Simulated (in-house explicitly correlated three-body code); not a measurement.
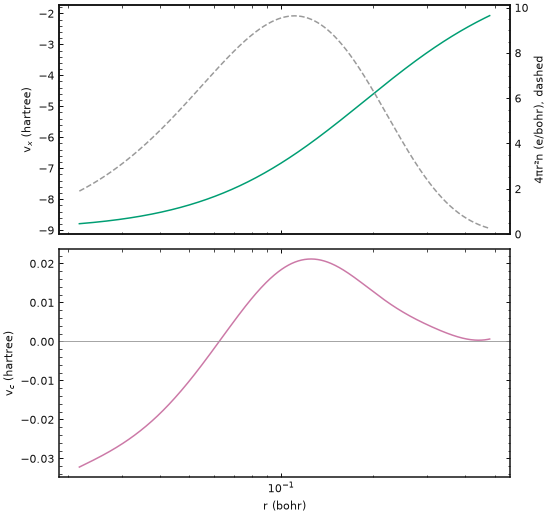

Two electrons around a point charge Z = 9.3. Computed variationally in 260 exponentially correlated functions with an in-house code, non-relativistic, converged to about 10⁻⁸ of the energy. The plot shows the exact exchange and correlation potentials of the ground state, from inverting its density, with the radial density dashed.

Describe the exact correlation potential.

Answer. The exchange potential, minus half the Hartree potential for two paired electrons, rises from −8.79 hartree at 0.022 bohr to −2.07 at 0.48 bohr, tending to −1/r far out. The correlation potential is −0.032 hartree at the inner end, crosses zero near 0.063 bohr and has a positive maximum of 0.021 hartree near 0.13 bohr; the density peaks at 0.11 bohr. The LDA correlation potential, by contrast, is negative everywhere. The Kohn-Sham level equals minus the binding of the second electron, −1023 eV.
